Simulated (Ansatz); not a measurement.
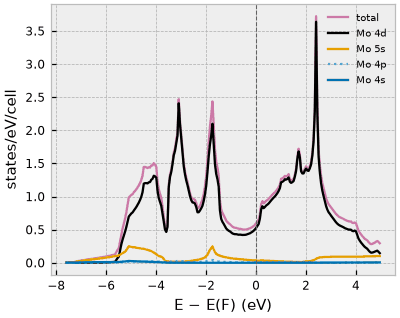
*Total and projected density of states of Mo (bcc (W type), Im-3m), PBE+D3(BJ) in the plane-wave PAW code Ansatz*

Task: Which orbitals carry the states next to the Fermi level?

Result: Within 0.5 eV of the Fermi level: Mo 4d 89 %, Mo 5s 5 %. Projections are on Löwdin-orthogonalised atomic valence shells; empty p or d shells of many metals are not among them.

Task: Where is the tallest occupied peak in this window, and what makes it?

Result: Near -3.1 eV, about 2.5 states/eV per cell; the largest projected share is Mo 4d.

Symmetry was held in the PBE+D3(BJ) relaxation. No spin polarisation was allowed. The pairwise dispersion correction was not fitted to metals. Spin–orbit coupling is left out wherever it is not named.

Potentials: the earlier of the program's two PAW sets.
